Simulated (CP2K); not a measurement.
# AM1 run of C2H3Cl2F (1,1-dichloro-1-fluoroethane)

What is the energy change on altering one bond length of C2H3Cl2F (1,1-dichloro-1-fluoroethane) at AM1? 

The results are computed with CP2K 2026.2.

9 further runs of the same task are left out: 7 that didn't finish, 2 set aside as unsound or not needed.

## 1. The molecule

C2H3Cl2F: 8 atoms, total charge 0, spin state singlet. SMILES: `CC(F)(Cl)Cl`. The coordinates come from a PBE0-D4/def2-TZVP relaxation.

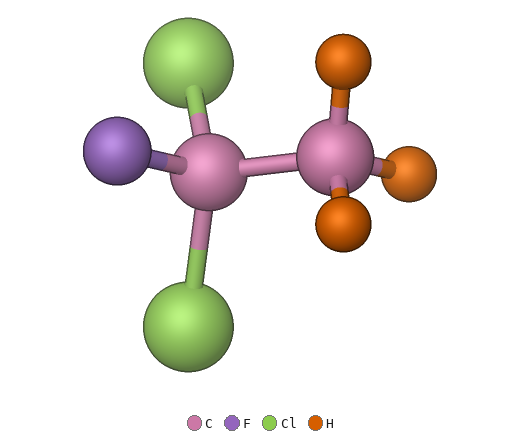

Viewed from a chosen angle; carbon pink, fluorine purple, chlorine green, hydrogen orange.

## 2. The energy at AM1

The input, molecule.inp:

```
&GLOBAL
   PROJECT_NAME molecule
   RUN_TYPE ENERGY
   PRINT_LEVEL MEDIUM
&END GLOBAL
&FORCE_EVAL
   METHOD Quickstep
   &DFT
      ! Quickstep
      &QS
         METHOD AM1
         EPS_DEFAULT 1.0E-10
         &SE
            &COULOMB
               CUTOFF [angstrom] 50
               RC_RANGE [angstrom] 0
            &END COULOMB
            &EXCHANGE
               CUTOFF [angstrom] 50
               RC_RANGE [angstrom] 0
            &END EXCHANGE
         &END SE
      &END QS
      ! isolated system
      &POISSON
         PERIODIC NONE
         POISSON_SOLVER ANALYTIC
      &END POISSON
      &SCF
         SCF_GUESS ATOMIC
         EPS_SCF 1.0E-06
         MAX_SCF 80
         ADDED_MOS 4
         &DIAGONALIZATION
            ALGORITHM STANDARD
         &END DIAGONALIZATION
         &MIXING
            METHOD DIRECT_P_MIXING
            ALPHA 0.4
         &END MIXING
      &END SCF
      &PRINT
         &MOMENTS
            PERIODIC F
            REFERENCE COM
            MAX_MOMENT 1
         &END MOMENTS
         &MO ON
            ENERGIES T
            OCCUPATION_NUMBERS T
            NDIGITS 6
            &EACH
               QS_SCF 0
            &END EACH
            ADD_LAST NUMERIC
         &END MO
         &HIRSHFELD OFF
         &END HIRSHFELD
      &END PRINT
   &END DFT
   ! atoms, cell and kinds
   &SUBSYS
      &CELL
         ABC 12.7 13.4 13.6
         PERIODIC NONE
      &END CELL
      &COORD
         C      6.055750     5.940000     7.688250
         C      6.388650     6.837200     6.530650
         F      7.712850     7.089100     6.504550
         Cl     5.956850     6.073200     4.986050
         Cl     5.548150     8.396100     6.668950
         H      6.352650     6.434100     8.613950
         H      6.604150     5.003900     7.577850
         H      4.987150     5.736600     7.709550
      &END COORD
   &END SUBSYS
&END FORCE_EVAL
```

The run is started by

```
OMP_NUM_THREADS=1 cp2k.psmp molecule.inp > molecule.out
```

Standard output:

```text
CP2K| version string:                                       CP2K version 2026.2
[...]
 GLOBAL| Method name                                                        CP2K
[...]
 GLOBAL| Run type                                                         ENERGY
[...]
                             - Atoms:                                          8
[...]
                             - Spherical basis functions:                     23
[...]
 Number of electrons:                                                         32
[...]
     1 P_Mix/Diag. 0.40E+00    0.0     0.82471701       -50.7740030767 -5.08E+01
[...]
    17 DIIS/Diag.  0.13E-06    0.0     0.00000020       -56.2333295284 -4.36E-12
  *** SCF run converged in    17 steps ***
  Core-core repulsion energy [eV]:                           2464.98037148812728
  Core Hamiltonian energy [eV]:                             -2497.62710287055916
  Two-electron integral energy [eV]:                        -2995.07996789623257
  Electronic energy [eV]:                                   -3995.16708681867567
  Total energy [eV]:                                        -1530.18671533054817
  Atomic reference energy [eV]:                              1527.44076394167178
  Heat of formation [kcal/mol]:                               -63.32314836433405
[...]
 SE_DIPOLE| Moment [Debye]          0.46618993       1.17672181      -1.51135091
 SE_DIPOLE| Derivative [a.u.]       0.00000000       0.00000000       0.00000000
 ENERGY| Total FORCE_EVAL ( QS ) energy [hartree]            -56.233329528437999
[...]
```

Wall time 0.22 s (1 thread of Arm Neoverse V2, shared host).

## 3. The distorted shape at the same level

The input, mol.inp:

```
&GLOBAL
  PROJECT mol
  RUN_TYPE ENERGY
  PRINT_LEVEL MEDIUM
&END GLOBAL

&FORCE_EVAL
  METHOD QUICKSTEP
  &DFT
    # Quickstep
    &QS
      METHOD AM1
      EPS_DEFAULT 1.0E-10
      &SE
        &COULOMB
          CUTOFF [angstrom] 50
          RC_RANGE [angstrom] 0
        &END COULOMB
        &EXCHANGE
          CUTOFF [angstrom] 50
          RC_RANGE [angstrom] 0
        &END EXCHANGE
      &END SE
    &END QS
    # cluster boundary conditions
    &POISSON
      PERIODIC NONE
      POISSON_SOLVER ANALYTIC
    &END POISSON
    # self-consistent field
    &SCF
      SCF_GUESS ATOMIC
      EPS_SCF 1.0E-06
      MAX_SCF 80
      ADDED_MOS 4
      &DIAGONALIZATION
        ALGORITHM STANDARD
      &END DIAGONALIZATION
      &MIXING
        METHOD DIRECT_P_MIXING
        ALPHA 0.4
      &END MIXING
    &END SCF
    # extra output
    &PRINT
      &MOMENTS
        PERIODIC F
        REFERENCE COM
        MAX_MOMENT 1
      &END MOMENTS
      &MO ON
        ENERGIES T
        OCCUPATION_NUMBERS T
        NDIGITS 6
        &EACH
          QS_SCF 0
        &END EACH
        ADD_LAST NUMERIC
      &END MO
      &HIRSHFELD OFF
      &END HIRSHFELD
    &END PRINT
  &END DFT
  &SUBSYS
    &CELL
      ABC 13.2 15.3 13.6
      PERIODIC NONE
    &END CELL
    &COORD
      C      6.529558     5.954645     7.688250
      C      6.862458     6.851845     6.530650
      F      8.186658     7.103745     6.504550
      Cl     6.430658     6.087845     4.986050
      Cl     5.013342    10.281455     6.834913
      H      6.826458     6.448745     8.613950
      H      7.077958     5.018545     7.577850
      H      5.460958     5.751245     7.709550
    &END COORD
  &END SUBSYS
&END FORCE_EVAL
```

The run is started by

```
OMP_NUM_THREADS=1 cp2k.psmp -i mol.inp > mol.out 2>&1
```

Standard output:

```text
CP2K| version string:                                       CP2K version 2026.2
[...]
 GLOBAL| Method name                                                        CP2K
[...]
 GLOBAL| Run type                                                         ENERGY
[...]
                             - Atoms:                                          8
[...]
                             - Spherical basis functions:                     23
[...]
 Number of electrons:                                                         32
[...]
     1 P_Mix/Diag. 0.40E+00    0.0     0.82602388       -50.9397263390 -5.09E+01
[...]
    30 DIIS/Diag.  0.12E-06    0.0     0.00000042       -56.0346265464 -1.69E-12
  *** SCF run converged in    30 steps ***
  Core-core repulsion energy [eV]:                           2082.92715538420998
  Core Hamiltonian energy [eV]:                             -2497.50384735553735
  Two-electron integral energy [eV]:                        -2220.40608048144713
  Electronic energy [eV]:                                   -3607.70688759626046
  Total energy [eV]:                                        -1524.77973221205093
  Atomic reference energy [eV]:                              1527.44076394167178
  Heat of formation [kcal/mol]:                                61.36485434504976
[...]
 SE_DIPOLE| Moment [Debye]         -3.36689878       8.51423212      -0.67951654
 SE_DIPOLE| Derivative [a.u.]       0.00000000       0.00000000       0.00000000
 ENERGY| Total FORCE_EVAL ( QS ) energy [hartree]            -56.034626546369907
[...]
```

It took 0.24 s on 1 thread of Arm Neoverse V2, shared host.

## 4. Summary of results

Level: AM1.

```
                                                          quantity           value
                                         first shape: total energy    -56.23333 Eh
                                        first shape: dipole moment          1.97 D
                                          first shape: HOMO energy       -12.05 eV
                                          first shape: LUMO energy        -0.18 eV
                                        first shape: HOMO–LUMO gap        11.87 eV
                                    first shape: heat of formation  -63.3 kcal/mol
                                     distorted shape: total energy    -56.03463 Eh
                                    distorted shape: dipole moment          9.18 D
                                      distorted shape: HOMO energy        -8.60 eV
                                      distorted shape: LUMO energy        -4.76 eV
                                    distorted shape: HOMO–LUMO gap         3.84 eV
                                distorted shape: heat of formation   61.4 kcal/mol
energy change with the C2–Cl5 bond stretched from 1.776 to 3.908 Å        5.407 eV
```

**Reading.** One bond (distorted shape) is far stretched, which a spin-restricted single reference describes badly. With the C2–Cl5 bond stretched from 1.776 to 3.908 Å the energy rises by 5.41 eV (522 kJ/mol). The first shape isn't relaxed at this level, so the change isn't measured from a minimum. A restricted reference can't describe the breaking bond well at this length.
